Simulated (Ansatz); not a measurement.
## Abstraction of Cl: SnCl4 + CHClI → SnCl3 + CHCl2I

Species: SnCl4 (tin tetrachloride) `[Cl][Sn]([Cl])([Cl])[Cl]`, singlet; CHClI `Cl[CH]I`, doublet; SnCl3 `[Cl][Sn]([Cl])[Cl]`, doublet; CHCl2I (dichloroiodomethane) `ClC(Cl)I`, singlet. A radical takes Cl: the energy is the difference in strength between the Sn–Cl bond broken and the C–Cl bond made.

Shapes, held fixed at every level: PBE0-D4/def2-TZVP. Programs: Ansatz 0.2.0. Electronic energies: no zero-point or thermal term.

| level | kind | ΔE (kJ/mol) | less CCSD(T)/def2-TZVPP |
| --- | --- | --- | --- |
| MP2/def2-SVP | perturbation theory | +38.1 | -4.2 |
| HF/def2-TZVPP | Hartree–Fock | +83.6 | +41.3 |
| PBE0-D4/def2-TZVPP | global hybrid | +34.1 | -8.2 |
| wB97M-V/def2-TZVPP | range-separated hybrid | +32.9 | -9.4 |
| wB97X-V/def2-TZVPP | range-separated hybrid | +44.2 | +1.9 |
| CCSD/def2-SVP | coupled cluster or CI | +51.2 | +8.9 |
| CCSD(T)/def2-TZVPP | coupled cluster or CI | +42.3 | 0.0 |

The highest level, CCSD(T)/def2-TZVPP, gives ΔE = +42.3 kJ/mol; the levels span +32.9 to +83.6. The column of differences is taken from that level and isn't an error. No measured value is set beside it here. Spin contamination: CHClI (⟨S²⟩ up to 0.78). Open shells run unrestricted. For atoms past krypton def2 sets carry core potentials with scalar relativity. Outer-core shells of I, Sn are correlated, in sets that cover them unevenly.

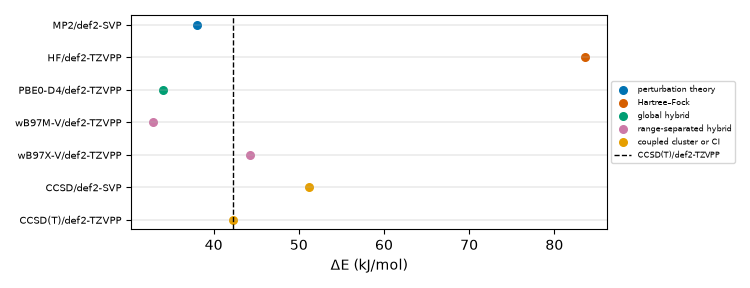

The values of the table, level by level.
